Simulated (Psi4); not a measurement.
# A workflow on B2O2 (diboron dioxide)

Aim: a geometry optimisation (PBE-D3(BJ)/6-31G*), then the harmonic vibrations, then the vertical excitations (TD-PBE/6-31G*) of B2O2 (diboron dioxide). 

Program for the calculation: Psi4 1.11.

### Step 1. The molecule

The species is B2O2 (4 atoms), meant as a singlet with charge 0. SMILES: `O=BB=O`. The coordinates come from a GFN2-xTB relaxation. The run starts from this shape.

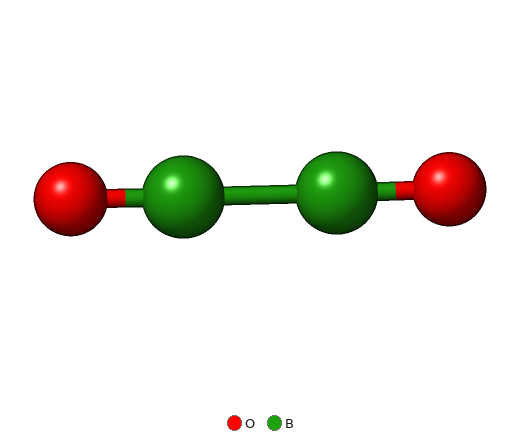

The structure, seen from a chosen angle (oxygen red, boron green).

### Step 2. A structure relaxation at PBE-D3(BJ)/6-31G(d) (density fitting, Cartesian functions) (run 1)

calc.py

```python
import psi4

psi4.set_memory(1600000000)
psi4.set_num_threads(1)
psi4.core.set_output_file('output.dat', False)

molecule = psi4.geometry("""
O     -1.38603852     0.85379716     3.40551324
B     -0.56801388     0.35715824     1.37468127
B      0.55758259    -0.34576319    -1.38193782
O      1.39645091    -0.86519221    -3.39825670
units bohr
""")

psi4.set_options({
    'geom_maxiter': 60,
})

energy_value, wavefunction = psi4.optimize("pbe-d3bj2b/6-31G*", molecule=molecule, return_wfn=True)
print(f'pbe-d3bj2b/6-31G* energy: {energy_value:.10f} Eh')
print(molecule.to_string(dtype='xyz', units='Angstrom'))
```

Started as:

```sh
python calc.py
```

output.dat:

```text
[...]
  Running in c1 symmetry.
[...]
  Nuclear repulsion =   67.367912126486274
[...]
  Multiplicity = 1
[...]
  Nalpha       = 13
  Nbeta        = 13
[...]
    Number of basis functions: 60
[...]
   @DF-RKS iter   1:  -199.65220761262290   -3.68511e-01   1.58366e-02 DIIS/ADIIS
[...]
   @DF-RKS iter   7:  -200.00362489127784   -1.16529e-12   2.29685e-09 DIIS
[...]
  @DF-RKS Final Energy:  -200.00362489127784
   => Energetics <=
    Nuclear Repulsion Energy =             65.9993211544540941
    One-Electron Energy =                -403.6155531836993759
    Two-Electron Energy =                 162.6014185297095196
    DFT Exchange-Correlation Energy =     -24.9867058264880413
    Empirical Dispersion Energy =          -0.0021055652540177
    VV10 Nonlocal Energy =                  0.0000000000000000
    Total Energy =                       -200.0036248912778376
[...]
 Multipole Moments:
 ------------------------------------------------------------------------------------
     Multipole            Electronic (a.u.)      Nuclear  (a.u.)        Total (a.u.)
 ------------------------------------------------------------------------------------
 L = 1.  Multiply by 2.5417464519 to convert [e a0] to [Debye]
 Dipole X            :         -0.0066045            0.0030086           -0.0035958
 Dipole Y            :          0.0071827           -0.0032721            0.0039105
 Dipole Z            :         -0.0045135            0.0020568           -0.0024567
 Magnitude           :                                                    0.0058530
[...]
  -Total Gradient:
     Atom            X                  Y                   Z
    ------   -----------------  -----------------  -----------------
       1        0.000050381638    -0.000098146351     0.000005343909
       2       -0.000029661011     0.000151740720    -0.000020324862
       3       -0.000070821104    -0.000042304234    -0.000049389547
       4        0.000048005726    -0.000009013631     0.000062951237
[...]
    Final optimized geometry and variables:
    Molecular point group: c1
    Full point group: C1
    Geometry (in Bohr), charge = 0, multiplicity = 1:
    O           -1.416050380905     0.874742354969     3.469431755982
    B           -0.573130165619     0.357099761136     1.393081588567
    B            0.567188956318    -0.350638220679    -1.397143270705
    O            1.420139717357    -0.879189835539    -3.466636098737
[...]
```

Standard output:

```text
Some dependencies such as QCElemental have not yet finished migration to pydantic v2. If issues are encountered please downgrade pydantic or upgrade QCElemental as appropriate
Optimizer: Optimization complete!
pbe-d3bj2b/6-31G* energy: -200.0036248913 Eh
4
0 1 B2O2
O                    -0.749341590735     0.462893719457     1.835944219241
B                    -0.303287422393     0.188969055529     0.737187029274
B                     0.300143469827    -0.185549755573    -0.739336378898
O                     0.751505574393    -0.465247224820    -1.834464821138
```

It took 11 s on 1 thread of Intel Xeon 6975P-C (Granite Rapids), shared host; peak memory 0.38 GiB.

Steps, from the record of the run:

```csv
step,energy from the first frame kept (eV),largest force (eV/Å)
0,0.0000,2.7311
1,-0.0800,0.3681
2,-0.0814,0.0309
3,-0.0814,0.0080
```

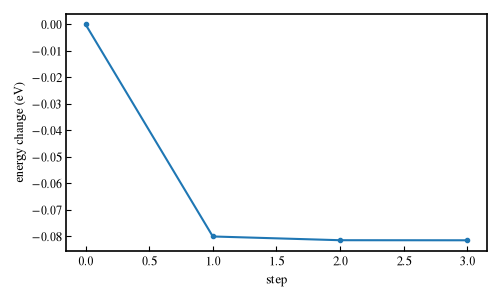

Energy along the run.

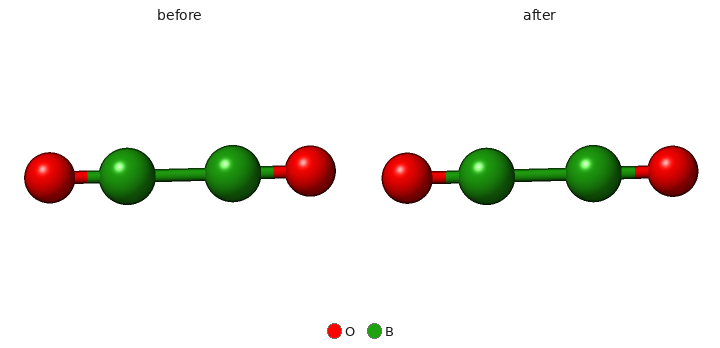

Before and after, at one scale.

After the run. Bond lengths: O1–B2 1.217 Å, B2–B3 1.638 Å, B3–O4 1.217 Å. Angles: O1–B2–B3 179.8°, B2–B3–O4 179.8°.

### Step 3. Vibrational wavenumbers at PBE-D3(BJ)/6-31G(d) (density fitting, Cartesian functions) (run 2)

input.inp

```
memory 1600 MB

molecule molecule1 {
  0 1
  O      0.000000     0.000000    -2.036288
  B      0.000000     0.000000    -0.819225
  B      0.000000     0.000000     0.819224
  O      0.000000     0.000000     2.036289
  units angstrom
}

set globals {
  basis                      6-31G*
  t                          600.0
  rotational_symmetry_number 2
}

energy_value, wavefunction = frequencies('pbe-d3(bj)', return_wfn=True)
```

Started as:

```sh
psi4 -i input.inp -o input.out -n 1
```

input.out:

```text
[...]
  Running in c2v symmetry.
[...]
  Nuclear repulsion =   65.999584032943559
[...]
  Multiplicity = 1
[...]
  Nalpha       = 13
  Nbeta        = 13
[...]
    Number of basis functions: 60
[...]
   @DF-RKS iter   1:  -199.65571806720976   -4.25507e-01   2.59314e-02 ADIIS/DIIS
[...]
  Running in cs symmetry.
[...]
   @DF-RKS iter  11:  -200.00362560932578   -2.84217e-13   2.37646e-10 DIIS
[...]
    Orbital Energies [Eh]
    ---------------------
    Doubly Occupied:
       1Ap   -18.816232     2Ap   -18.816225     3Ap    -6.582571
       4Ap    -6.582175     5Ap    -0.925028     6Ap    -0.924778
       7Ap    -0.478042     8Ap    -0.388248     9Ap    -0.374868
       1App   -0.351805    10Ap    -0.351805     2App   -0.331692
      11Ap    -0.331692
[...]
  @DF-RKS Final Energy:  -200.00362560932578
   => Energetics <=
    Nuclear Repulsion Energy =             65.9995768668425882
    One-Electron Energy =                -403.6160510279979121
    Two-Electron Energy =                 162.6016732244295326
    DFT Exchange-Correlation Energy =     -24.9867191063303018
    Empirical Dispersion Energy =          -0.0021055662696776
    VV10 Nonlocal Energy =                  0.0000000000000000
    Total Energy =                       -200.0036256093257805
[...]
  -Total Gradient:
     Atom            X                  Y                   Z
    ------   -----------------  -----------------  -----------------
       1        0.000000000000    -0.000015800914     0.000051866972
       2        0.000000000000     0.000053853046    -0.000042968559
       3        0.000000000000    -0.000073522034     0.000038885126
       4        0.000000000000     0.000035060971    -0.000047781568
[...]
  ==> Harmonic Vibrational Analysis <==
[...]
  Freq [cm^-1]                 200.8939            200.8940            478.8321
[...]
  IR activ [km/mol]            38.4152             38.4152              0.0000
[...]
  Freq [cm^-1]                 478.8322            606.9553           1890.4110
[...]
  IR activ [km/mol]             0.0000              0.0000             94.6353
[...]
  Freq [cm^-1]                2054.2555
[...]
  IR activ [km/mol]             0.0000
[...]
  Total E_0, Enthalpy at 0 [K]                                                         -199.99015925 [Eh]
[...]
  Total H, Enthalpy at  600.00 [K]                                                     -199.97752037 [Eh]
[...]
  Total G, Gibbs energy at  600.00 [K]                                                 -200.04486206 [Eh]
[...]
```

Standard output:

```text
Warning: used thermodynamics relations inappropriate for low-frequency modes: ['200.8939' '200.8940' '478.8321' '478.8322' '606.9553']
```

It took 34 s on 1 thread of Intel Xeon 6975P-C (Granite Rapids), shared host; peak memory 0.37 GiB.

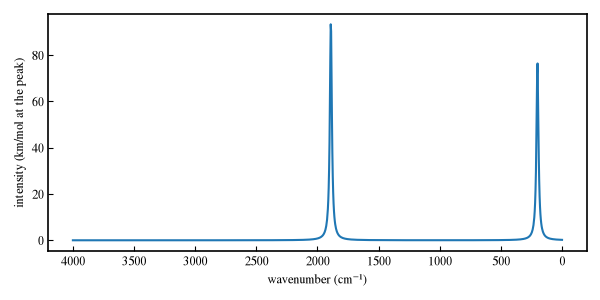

Harmonic infrared spectrum, unscaled, lines broadened by 10 cm⁻¹.

### Step 4. The excited states at TD-PBE/6-31G(d) (density fitting, Cartesian functions, save jk yes) (run 3)

input.inp

```
memory 1600 mb

molecule {
  O     -0.748835     0.462337     1.836299
  B     -0.302781     0.188412     0.737542
  B      0.300650    -0.186106    -0.738982
  O      0.752012    -0.465804    -1.834110
  units angstrom
  symmetry c1
}

set {
  basis 6-31G*
  save_jk true
}

from psi4.driver.procrouting.response.scf_response import tdscf_excitations
E, wfn = energy("pbe", return_wfn=True)
states = tdscf_excitations(wfn, states=6, tda=False)
print_variables()
```

Started as:

```sh
psi4 -n 1 input.inp input.out
```

input.out:

```text
[...]
  Running in c1 symmetry.
[...]
  Nuclear repulsion =   65.999325376752608
[...]
  Multiplicity = 1
[...]
  Nalpha       = 13
  Nbeta        = 13
[...]
    Number of basis functions: 60
[...]
   @DF-RKS iter   1:  -199.65361223077988   -4.25520e-01   1.57497e-02 ADIIS/DIIS
[...]
   @DF-RKS iter   9:  -200.00151932597700   -2.43507e-08   2.98352e-07 DIIS
[...]
    Orbital Energies [Eh]
    ---------------------
    Doubly Occupied:
       1A    -18.816233     2A    -18.816226     3A     -6.582574
       4A     -6.582177     5A     -0.925026     6A     -0.924775
       7A     -0.478043     8A     -0.388248     9A     -0.374867
      10A     -0.351804    11A     -0.351804    12A     -0.331691
      13A     -0.331691
[...]
  @DF-RKS Final Energy:  -200.00151932597700
   => Energetics <=
    Nuclear Repulsion Energy =             65.9993253767526085
    One-Electron Energy =                -403.6154822023352153
    Two-Electron Energy =                 162.6013305946723904
    DFT Exchange-Correlation Energy =     -24.9866930950667872
    Empirical Dispersion Energy =           0.0000000000000000
    VV10 Nonlocal Energy =                  0.0000000000000000
    Total Energy =                       -200.0015193259770001
[...]
 Multipole Moments:
 ------------------------------------------------------------------------------------
     Multipole            Electronic (a.u.)      Nuclear  (a.u.)        Total (a.u.)
 ------------------------------------------------------------------------------------
 L = 1.  Multiply by 2.5417464519 to convert [e a0] to [Debye]
 Dipole X            :         -0.0066025            0.0030087           -0.0035938
 Dipole Y            :          0.0071807           -0.0032723            0.0039084
 Dipole Z            :         -0.0045125            0.0020570           -0.0024555
 Magnitude           :                                                    0.0058499
[...]
**********                               WARNING                                **********
**********       The names of excited state variables changed between 1.5       **********
[...]
                                    Excitation Energy         Total Energy        Oscillator Strength             Rotatory Strength
[...]
Excited State    1 (1 A):   0.21908 au   207.98 nm f = 0.0000
[...]
Excited State    3 (1 A):   0.22578 au   201.80 nm f = 0.0000
[...]
Excited State    4 (1 A):   0.23919 au   190.49 nm f = 0.0000
[...]
Excited State    5 (1 A):   0.24591 au   185.28 nm f = 0.0000
[...]
Excited State    6 (1 A):   0.24591 au   185.28 nm f = 0.0000
[...]
```

It took 7.8 s on 1 thread of Intel Xeon 6975P-C (Granite Rapids), shared host; peak memory 0.34 GiB.

The roots found:

| excited state | energy (eV) | strength | label |
| --- | --- | --- | --- |
| 1 | 5.961 | 0.0000 | A 1 |
| 2 | 6.144 | 0.0000 | A 1 |
| 3 | 6.144 | 0.0000 | A 1 |
| 4 | 6.509 | 0.0000 | A 1 |
| 5 | 6.692 | 0.0000 | A 1 |
| 6 | 6.692 | 0.0000 | A 1 |

### Step 5. Outcome

| quantity | value |
| --- | --- |
| run 1, PBE-D3(BJ)/6-31G*: total energy at the end | -200.00362 Eh |
| run 1, PBE-D3(BJ)/6-31G*: dipole moment | 0.01 D |
| run 1, PBE-D3(BJ)/6-31G*: HOMO energy | -9.03 eV |
| run 1, PBE-D3(BJ)/6-31G*: LUMO energy | -3.06 eV |
| run 1, PBE-D3(BJ)/6-31G*: HOMO–LUMO gap | 5.96 eV |
| run 1, PBE-D3(BJ)/6-31G*: dispersion energy | -5.53 kJ/mol |
| run 2, PBE-D3(BJ)/6-31G*: total energy | -200.00363 Eh |
| run 2, PBE-D3(BJ)/6-31G*: dipole moment | 0.00 D |
| run 2, PBE-D3(BJ)/6-31G*: lowest harmonic wavenumber | 201 cm⁻¹ |
| run 2, PBE-D3(BJ)/6-31G*: highest harmonic wavenumber | 2054 cm⁻¹ |
| run 2, PBE-D3(BJ)/6-31G*: zero-point energy | 35.4 kJ/mol |
| run 2, PBE-D3(BJ)/6-31G*: ideal-gas entropy at 600 K (symmetry number 2 as used) | 70.4 cal/(mol K) |
| run 3, TD-PBE/6-31G*: ground-state or mean-field energy | -200.00152 Eh |
| run 3, TD-PBE/6-31G*: dipole moment (PBE Kohn–Sham density) | 0.01 D |
| run 3, TD-PBE/6-31G*: HOMO energy (PBE Kohn–Sham orbitals) | -9.03 eV |
| run 3, TD-PBE/6-31G*: LUMO energy (PBE Kohn–Sham orbitals) | -3.06 eV |
| run 3, TD-PBE/6-31G*: HOMO–LUMO gap (PBE Kohn–Sham orbitals) | 5.96 eV |
| run 3, TD-PBE/6-31G*: lowest excitation energy | 5.96 eV |

The optimisation (run 1, PBE-D3(BJ)/6-31G*) took 4 steps and changed the energy by -0.081 eV. All 7 modes (run 2, PBE-D3(BJ)/6-31G*) are real, so the shape is a minimum at this level.
